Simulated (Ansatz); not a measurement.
Base system: ZnSiP₂ in the chalcopyrite structure (space group I-42d, No. 122; a = 5.378 Å, c = 10.466 Å).

Perturbation: electron doping at 1.0×10^22 cm⁻³ (1.51 per cell), with a uniform compensating background at fixed cell and a 300 K Fermi–Dirac width.

Calculations: plane-wave PAW DFT at the r2SCAN level (Ansatz, a first-principles code, 500 eV), spin-orbit coupling left out.

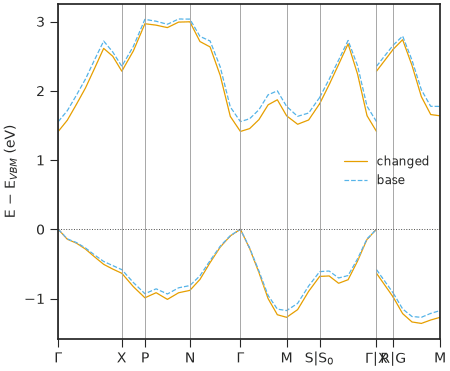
Figure: Highest valence and lowest conduction band along the path, each from its own valence-band maximum

Task: Read the changed gap and its character from the plot.

Result: About 1.4 eV, direct at Γ.

Carriers are added with a uniform compensating background; total energy and stress of such cells depend on the potential's zero and are not compared; many-body gap narrowing is missing at this level. No phonon test of stability was made.
